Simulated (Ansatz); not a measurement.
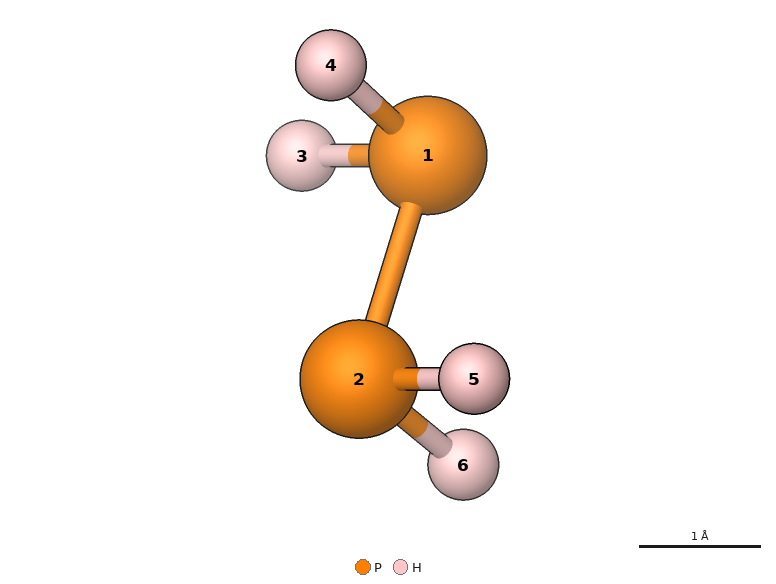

Simulated data, not a measurement (program: Ansatz).

Orthographic view. Depth is shown by fading: the farther an atom, the more it takes the colour of the background. Geometry: atoms displaced at random (about 0.03 Å) from a stationary point of GFN2-xTB.

Write a Z-matrix (Å, degrees) in the order of the atom numbers, with these reference atoms: 2 to 1; 3 to 1, 2; 4 to 1, 3, 2; 5 to 2, 1, 4; 6 to 2, 5, 1.

```
P  
P    1   2.096
H    1   1.436   2    93.0
H    1   1.420   3    91.0   2   -94.7
H    2   1.333   1    93.5   4   -87.8
H    2   1.449   5    90.7   1    92.3
```
